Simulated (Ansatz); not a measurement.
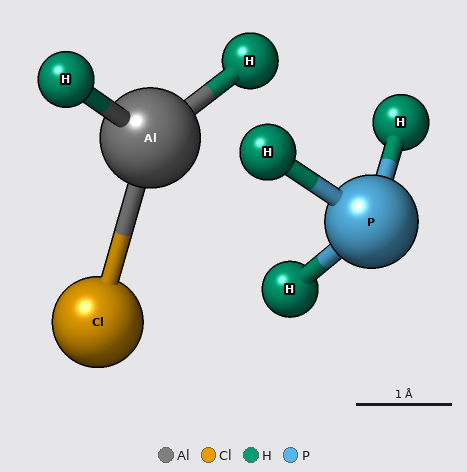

*The input geometry (ball-and-stick view, seen at a tilt). Sticks mark near contacts.*

Bond lengths as drawn: Al–Cl 2.14 Å, Al–H 1.59 Å and H–P 1.44 to 1.45 Å.

**AlPH5Cl: nudged elastic band**

- system: AlPH5Cl
- method: RKS PBE/def2-SVP (Ansatz 0.2.0)

It belongs to a series of runs on one base structure; here: band between the two ends.

Input:
```yaml
crystal:
  periodic: [false, false, false]
  atoms:
    - { symbol: Al, position_ang: [0.031191, -0.003474, 0.217737] }
    - { symbol: Cl, position_ang: [-0.148886, 0.869757, 2.160512] }
    - { symbol: H, position_ang: [1.49269, -0.062819, -0.411942] }
    - { symbol: H, position_ang: [-1.323115, -0.254508, -0.582169] }
    - { symbol: P, position_ang: [0.218158, -3.172737, 1.086153] }
    - { symbol: H, position_ang: [-0.717147, -2.808054, 0.052254] }
    - { symbol: H, position_ang: [1.360798, -2.703934, 0.345774] }
    - { symbol: H, position_ang: [0.055311, -1.92523, 1.803582] }
basis:
  gaussian: { orbitals: def2-SVP }
hamiltonian:
  xc: pbe
neb:
  order_check: false
  images: 8
  f_tol: 0.05
  max_iterations: 60
  climbing: false
  final_atoms:
    - { symbol: Al, position_ang: [0.0708905, 0.11512863, 0.08534373] }
    - { symbol: Cl, position_ang: [-0.79342916, 0.64580511, 1.99704758] }
    - { symbol: H, position_ang: [1.62167485, 0.46038941, -0.10976776] }
    - { symbol: H, position_ang: [-0.94896761, -0.00343006, -1.14267819] }
    - { symbol: P, position_ang: [0.24346829, -2.33817314, 0.76983804] }
    - { symbol: H, position_ang: [-0.98524305, -2.95834713, 1.15158858] }
    - { symbol: H, position_ang: [0.77339721, -3.39194321, -0.0422445] }
    - { symbol: H, position_ang: [0.98720897, -2.59042861, 1.96277352] }
  initial_path:
    images:
      - { positions_ang: [[0.031191, -0.003474, 0.217737], [-0.148886, 0.869757, 2.160512], [1.49269, -0.062819, -0.411942], [-1.323115, -0.254508, -0.582169], [0.218158, -3.172737, 1.086153], [-0.717147, -2.808054, 0.052254], [1.360798, -2.703934, 0.345774], [0.055311, -1.92523, 1.803582]] }
      - { positions_ang: [[0.02554778, -0.00438546, 0.16553194], [-0.11448256, 0.6826533, 2.24985863], [1.46247929, -0.0543094, -0.49753185], [-1.32802927, -0.20061943, -0.6299378], [0.19241343, -3.01049937, 1.02917865], [-0.70663355, -2.91135259, 0.03504388], [1.38058673, -2.74539689, 0.45396605], [0.05711814, -1.81708917, 1.86579149]] }
      - { positions_ang: [[0.01990456, -0.00529693, 0.11332689], [-0.08007912, 0.4955496, 2.33920526], [1.43226858, -0.0457998, -0.5831217], [-1.33294354, -0.14673086, -0.67770661], [0.16666886, -2.84826173, 0.9722043], [-0.6961201, -3.01465117, 0.01783377], [1.40037547, -2.78685977, 0.56215811], [0.05892529, -1.70894833, 1.92800098]] }
      - { positions_ang: [[0.01426134, -0.00620839, 0.06112183], [-0.04567567, 0.3084459, 2.42855189], [1.40205787, -0.0372902, -0.66871154], [-1.3378578, -0.09284229, -0.72547541], [0.14092429, -2.6860241, 0.91522996], [-0.68560665, -3.11794976, 0.00062365], [1.4201642, -2.82832266, 0.67035016], [0.06073243, -1.6008075, 1.99021046]] }
      - { positions_ang: [[0.00861812, -0.00711986, 0.00891677], [-0.01127223, 0.1213422, 2.51789852], [1.37184716, -0.02878061, -0.75430139], [-1.34277207, -0.03895372, -0.77324422], [0.11517972, -2.52378647, 0.85825561], [-0.6750932, -3.22124835, -0.01658647], [1.43995293, -2.86978554, 0.77854222], [0.06253958, -1.49266667, 2.05241995]] }
      - { positions_ang: [[0.01302917, 0.00605821, -0.00579359], [-0.08288814, 0.09645866, 2.49973581], [1.38617881, 0.02935366, -0.72072648], [-1.30120014, -0.01105617, -0.83552302], [0.11799197, -2.43105715, 0.8231095], [-0.70488165, -3.23794758, 0.10556182], [1.37468618, -2.94623101, 0.73542905], [0.16608379, -1.56657762, 2.0701079]] }
      - { positions_ang: [[0.0274945, 0.03332582, 0.01699074], [-0.26052339, 0.23379527, 2.37406375], [1.44505282, 0.1371126, -0.5679868], [-1.21314201, -0.00914964, -0.91231181], [0.14936105, -2.40783614, 0.80979164], [-0.774972, -3.16804747, 0.36706851], [1.22436394, -3.05765906, 0.54101066], [0.37136509, -1.82254037, 2.0432743]] }
      - { positions_ang: [[0.04195983, 0.06059342, 0.03977507], [-0.43815865, 0.37113189, 2.24839169], [1.50392683, 0.24487153, -0.41524712], [-1.12508388, -0.00724312, -0.9891006], [0.18073013, -2.38461514, 0.79647377], [-0.84506235, -3.09814735, 0.6285752], [1.0740417, -3.16908711, 0.34659228], [0.57664638, -2.07850312, 2.01644071]] }
      - { positions_ang: [[0.05642517, 0.08786103, 0.0625594], [-0.6157939, 0.5084685, 2.12271963], [1.56280084, 0.35263047, -0.26250744], [-1.03702574, -0.00533659, -1.0658894], [0.21209921, -2.36139414, 0.78315591], [-0.9151527, -3.02824724, 0.89008189], [0.92371945, -3.28051516, 0.15217389], [0.78192768, -2.33446587, 1.98960712]] }
      - { positions_ang: [[0.0708905, 0.11512863, 0.08534373], [-0.79342916, 0.64580511, 1.99704758], [1.62167485, 0.46038941, -0.10976776], [-0.94896761, -0.00343006, -1.14267819], [0.24346829, -2.33817314, 0.76983804], [-0.98524305, -2.95834713, 1.15158858], [0.77339721, -3.39194321, -0.0422445], [0.98720897, -2.59042861, 1.96277352]] }
```

Machine: 1 thread of Arm Neoverse V1, 24 GiB of memory available, shared host.

Launch command:
```bash
ansatz run input.yaml --threads 1 --pin off --max-ram 2048MiB --backend cpu --events-out ev --progress --plain --runs-dir out
```

The program's output:
```
Engine: ansatz 0.2.0, aarch64-unknown-linux-gnu
Functional definition: PBE
  parameter kappa = 0.804
  parameter beta = 0.06672455060314922
  exchange = pbe_x(kappa = kappa, mu = beta*pi^2/3)
  correlation = pbe_c(beta = beta)
885 factors; their error is unknown
mean field evaluation 1: about -28467.0739 eV, gradient 1.8e1 eV
mean field evaluation 2: about -28467.7016 eV, gradient 1.4e1 eV
mean field evaluation 4: about -28468.2568 eV, gradient 7.2e-1 eV
mean field evaluation 8: about -28468.2256 eV, gradient 1.4e-2 eV
mean field -28468.22562120 eV, -1046.1879951228 hartree, gradient 2.9e-5 eV, S^2 0.000000; 0 other end points of the search recorded, 0 dependent functions left out
the calculation of the forces begins
reference -28468.22565796 eV, -1046.1879964738 hartree; 25, 25 occupied and 54, 54 virtual orbitals, 885 factors
885 factors; their error is unknown
mean field evaluation 16: about -28468.1547 eV, gradient 1.4e1 eV
mean field -28468.72269309 eV, -1046.2062621776 hartree, gradient 2.7e-5 eV, S^2 0.000000; 0 other end points of the search recorded, 0 dependent functions left out
[... from here on the field's lines of each further geometry are left out, up to the last ...]
NEB iter   1: max|band force component| = 5.847e0 eV/Å  barrier→ = 1.6658 eV  barrier← = 2.1629 eV  Δτ_max = 0.2000 Å  (231 SCF iters)
NEB iter   2: max|band force component| = 2.661e0 eV/Å  barrier→ = 0.9113 eV  barrier← = 1.4084 eV  Δτ_max = 0.1994 Å  (223 SCF iters)
NEB iter   3: max|band force component| = 1.156e0 eV/Å  barrier→ = 0.7090 eV  barrier← = 1.2061 eV  Δτ_max = 0.1994 Å  (208 SCF iters)
NEB iter   4: max|band force component| = 1.094e0 eV/Å  barrier→ = 0.6797 eV  barrier← = 1.1768 eV  Δτ_max = 0.1992 Å  (208 SCF iters)
NEB iter   5: max|band force component| = 7.858e-1 eV/Å  barrier→ = 0.6774 eV  barrier← = 1.1745 eV  Δτ_max = 0.1973 Å  (200 SCF iters)
NEB iter   6: max|band force component| = 4.565e-1 eV/Å  barrier→ = 0.7699 eV  barrier← = 1.2669 eV  Δτ_max = 0.1906 Å  (201 SCF iters)
NEB iter   7: max|band force component| = 5.049e-1 eV/Å  barrier→ = 0.8312 eV  barrier← = 1.3282 eV  Δτ_max = 0.0978 Å  (204 SCF iters)
NEB iter   8: max|band force component| = 1.980e-1 eV/Å  barrier→ = 0.8334 eV  barrier← = 1.3305 eV  Δτ_max = 0.0583 Å  (204 SCF iters)
NEB iter   9: max|band force component| = 6.687e-2 eV/Å  barrier→ = 0.8200 eV  barrier← = 1.3171 eV  Δτ_max = 0.0382 Å  (184 SCF iters)
NEB iter  10: max|band force component| = 1.308e-1 eV/Å  barrier→ = 0.7992 eV  barrier← = 1.2963 eV  Δτ_max = 0.0192 Å  (189 SCF iters)
NEB iter  11: max|band force component| = 5.616e-2 eV/Å  barrier→ = 0.8074 eV  barrier← = 1.3045 eV  Δτ_max = 0.0177 Å  (180 SCF iters)
the calculation of the forces begins
reference -28468.71520425 eV, -1046.2059869678 hartree; 25, 25 occupied and 54, 54 virtual orbitals, 885 factors
885 factors; their error is unknown
mean field evaluation 864: about -28467.3763 eV, gradient 4.2e0 eV
mean field -28467.41329407 eV, -1046.1581426511 hartree, gradient 1.1e-5 eV, S^2 0.000000; 1 other end points of the search recorded, 0 dependent functions left out
the calculation of the forces begins
reference -28467.41333163 eV, -1046.1581440315 hartree; 25, 25 occupied and 54, 54 virtual orbitals, 885 factors
NEB iter  12: max|band force component| = 2.868e-2 eV/Å  barrier→ = 0.8123 eV  barrier← = 1.3094 eV  Δτ_max = 0.0000 Å  (358 SCF iters)
```

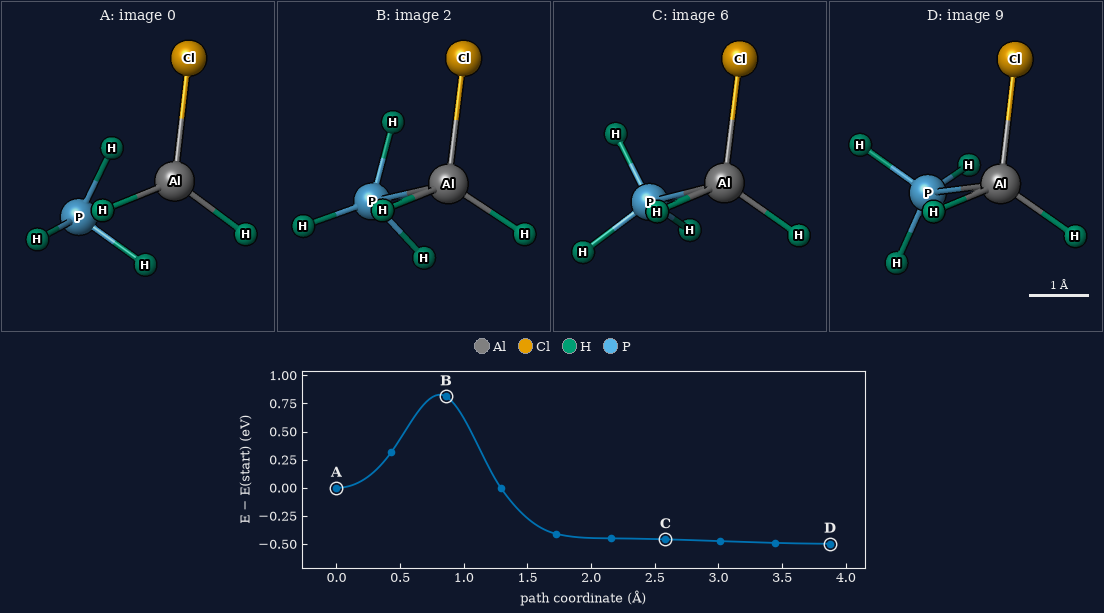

*Images of the last band (counted from 0; ball-and-stick, seen at a tilt) above the energy along the path; the line is a cubic interpolation that uses the forces.*

The highest image is number 2, 0.812 eV above the start and 1.309 eV above the end; the end lies 0.497 eV below the start. The path is 3.88 Å long. The band converged in 12 iterations.

```
Total energy: -28467.41333163 eV, -1046.1581440315 hartree
Atom 0 at     0.061804    -0.125377     0.160372 Å, force     0.007835     0.029708    -0.039617 eV/Å
Atom 1 at    -0.121843     0.675908     2.179474 Å, force    -0.000122    -0.015633     0.007968 eV/Å
Atom 2 at     1.502816     0.062579    -0.511304 Å, force     0.002623     0.042920    -0.022360 eV/Å
Atom 3 at    -1.304816    -0.158961    -0.673575 Å, force    -0.005961     0.035489    -0.019171 eV/Å
Atom 4 at     0.207280    -2.663766     0.901301 Å, force    -0.024589     0.505752    -0.248651 eV/Å
Atom 5 at    -0.866516    -3.054595     0.087432 Å, force    -0.035871    -0.221654     0.058126 eV/Å
Atom 6 at     1.515728    -2.822365     0.420919 Å, force     0.061077    -0.204925     0.074087 eV/Å
Atom 7 at    -0.025454    -1.974423     2.107282 Å, force    -0.004992    -0.171657     0.189618 eV/Å
Dipole moment:     0.083638    -0.986657    -0.079403 e Å
this run last wrote the band of iteration 12 to [file]
```

The last band as extended XYZ (Å, eV, eV/Å):
```
8
Properties=species:S:1:pos:R:3:forces:R:3 image=0 energy=-28468.22562
Al    0.0312   -0.0035    0.2177    0.0010  -0.0014  -0.0076
Cl   -0.1489    0.8698    2.1605   -0.0001   0.0032   0.0039
H     1.4927   -0.0628   -0.4119   -0.0016   0.0008   0.0024
H    -1.3231   -0.2545   -0.5822    0.0021  -0.0009   0.0019
P     0.2182   -3.1727    1.0862    0.0021  -0.0031  -0.0082
H    -0.7171   -2.8081    0.0523   -0.0003  -0.0019   0.0023
H     1.3608   -2.7039    0.3458   -0.0014  -0.0015   0.0007
H     0.0553   -1.9252    1.8036   -0.0017   0.0048   0.0045
8
Properties=species:S:1:pos:R:3:forces:R:3 image=1 energy=-28467.90934
Al    0.0561   -0.0812    0.1718   -0.0173   0.1934   0.0276
Cl   -0.1185    0.6819    2.1830   -0.0022   0.0446  -0.0259
H     1.4983    0.0489   -0.5015   -0.0032  -0.0893   0.0352
H    -1.3055   -0.1721   -0.6573    0.0122  -0.0850   0.0320
P     0.2181   -2.9855    1.0488    0.0424  -1.3821   0.6681
H    -0.8195   -2.9283    0.0674    0.2087   0.5432  -0.0642
H     1.4504   -2.7073    0.3797   -0.2870   0.4929  -0.1327
H    -0.0104   -1.9173    1.9800    0.0464   0.2823  -0.5402
8
Properties=species:S:1:pos:R:3:forces:R:3 image=2 energy=-28467.41329
Al    0.0618   -0.1254    0.1604    0.0078   0.0297  -0.0396
Cl   -0.1218    0.6759    2.1795   -0.0001  -0.0156   0.0080
H     1.5028    0.0626   -0.5113    0.0026   0.0429  -0.0224
H    -1.3048   -0.1590   -0.6736   -0.0060   0.0355  -0.0192
P     0.2073   -2.6638    0.9013   -0.0246   0.5058  -0.2487
H    -0.8665   -3.0546    0.0874   -0.0359  -0.2217   0.0581
H     1.5157   -2.8224    0.4209    0.0611  -0.2049   0.0741
H    -0.0255   -1.9744    2.1073   -0.0050  -0.1717   0.1896
8
Properties=species:S:1:pos:R:3:forces:R:3 image=3 energy=-28468.22597
Al    0.0590   -0.0513    0.1235   -0.0122   0.3448  -0.1310
Cl   -0.1164    0.6970    2.1629    0.0073   0.0501  -0.0396
H     1.5062    0.0984   -0.5403    0.0180   0.1729  -0.0878
H    -1.3145   -0.1256   -0.6950   -0.0297   0.1552  -0.0785
P     0.1993   -2.3956    0.7740   -0.0349   1.1409  -0.5907
H    -0.8299   -3.1775    0.1844    0.1695  -0.5200   0.3800
H     1.4786   -2.9515    0.5060   -0.1595  -0.5430   0.3424
H    -0.0134   -2.1549    2.1566    0.0416  -0.8008   0.2052
8
Properties=species:S:1:pos:R:3:forces:R:3 image=4 energy=-28468.63337
Al    0.0467    0.0706    0.0785   -0.0062   0.1206  -0.0183
Cl   -0.0960    0.7959    2.1150    0.0046   0.0693  -0.0433
H     1.4824    0.2035   -0.6156   -0.0096   0.0874  -0.0444
H    -1.3311   -0.0227   -0.7315   -0.0010   0.0867  -0.0361
P     0.1971   -2.3345    0.7636   -0.0068   0.0589  -0.0108
H    -0.7581   -3.2895    0.2961    0.0629  -0.0938   0.0792
H     1.4117   -3.0676    0.5903   -0.0567  -0.0985   0.0710
H     0.0163   -2.4167    2.1755    0.0128  -0.2306   0.0028
8
Properties=species:S:1:pos:R:3:forces:R:3 image=5 energy=-28468.67461
Al    0.0261    0.1251    0.0810    0.0011  -0.0021  -0.0003
Cl   -0.2489    0.9437    2.0567   -0.0044   0.0045   0.0032
H     1.4880    0.2815   -0.5527    0.0027   0.0019   0.0007
H    -1.2914   -0.0052   -0.8192    0.0009   0.0001  -0.0031
P     0.2142   -2.3581    0.8086   -0.0009   0.0019   0.0013
H    -0.7893   -3.3010    0.4213   -0.0018  -0.0024   0.0035
H     1.3635   -3.1360    0.4616   -0.0016  -0.0030  -0.0044
H     0.2069   -2.6111    2.2146    0.0040  -0.0010  -0.0008
8
Properties=species:S:1:pos:R:3:forces:R:3 image=6 energy=-28468.68346
Al    0.0274    0.1245    0.0885    0.0011   0.0007  -0.0014
Cl   -0.4101    0.9067    2.0504   -0.0112  -0.0034  -0.0012
H     1.5265    0.3241   -0.4379    0.0033   0.0024   0.0084
H    -1.2192   -0.0234   -0.9054    0.0065  -0.0010  -0.0067
P     0.2255   -2.3544    0.8033   -0.0002   0.0009   0.0001
H    -0.8730   -3.2448    0.5897   -0.0066   0.0033   0.0130
H     1.2651   -3.1913    0.2876   -0.0073  -0.0044  -0.0116
H     0.4267   -2.6024    2.1956    0.0145   0.0015  -0.0005
8
Properties=species:S:1:pos:R:3:forces:R:3 image=7 energy=-28468.69931
Al    0.0332    0.1207    0.0911    0.0005  -0.0021   0.0012
Cl   -0.5524    0.8371    2.0413   -0.0142  -0.0054  -0.0022
H     1.5578    0.3684   -0.3311    0.0046   0.0040   0.0101
H    -1.1426   -0.0324   -0.9848    0.0079  -0.0009  -0.0096
P     0.2359   -2.3469    0.7951    0.0004   0.0015  -0.0008
H    -0.9333   -3.1694    0.7764   -0.0059   0.0071   0.0172
H     1.1314   -3.2505    0.1399   -0.0119  -0.0063  -0.0121
H     0.6389   -2.5881    2.1439    0.0185   0.0021  -0.0037
8
Properties=species:S:1:pos:R:3:forces:R:3 image=8 energy=-28468.71517
Al    0.0472    0.1162    0.0888    0.0012  -0.0005  -0.0014
Cl   -0.6773    0.7448    2.0255   -0.0103  -0.0065  -0.0018
H     1.5877    0.4167   -0.2281    0.0017   0.0038   0.0078
H    -1.0564   -0.0294   -1.0622    0.0068  -0.0005  -0.0063
P     0.2441   -2.3398    0.7840    0.0007   0.0007  -0.0004
H    -0.9704   -3.0698    0.9685   -0.0022   0.0067   0.0136
H     0.9650   -3.3206    0.0308   -0.0109  -0.0048  -0.0066
H     0.8292   -2.5790    2.0646    0.0129   0.0012  -0.0049
8
Properties=species:S:1:pos:R:3:forces:R:3 image=9 energy=-28468.72269
Al    0.0709    0.1151    0.0853    0.0015  -0.0007   0.0002
Cl   -0.7934    0.6458    1.9970   -0.0030   0.0025   0.0048
H     1.6217    0.4604   -0.1098    0.0027   0.0011  -0.0002
H    -0.9490   -0.0034   -1.1427   -0.0009  -0.0022  -0.0015
P     0.2435   -2.3382    0.7698   -0.0011   0.0004  -0.0055
H    -0.9852   -2.9583    1.1516    0.0014   0.0004   0.0005
H     0.7734   -3.3919   -0.0422   -0.0010  -0.0010   0.0034
H     0.9872   -2.5904    1.9628    0.0003  -0.0004  -0.0017
```

Key numbers:

```json
{"quantity": "outcome", "value": "converged"}
{"quantity": "barrier, forward", "value": "0.812 eV"}
{"quantity": "barrier, backward", "value": "1.309 eV"}
{"quantity": "wall time", "value": "3.6 min"}
{"quantity": "peak memory", "value": "0.14 GiB"}
```

Remarks:

The order of the saddle point was not checked.
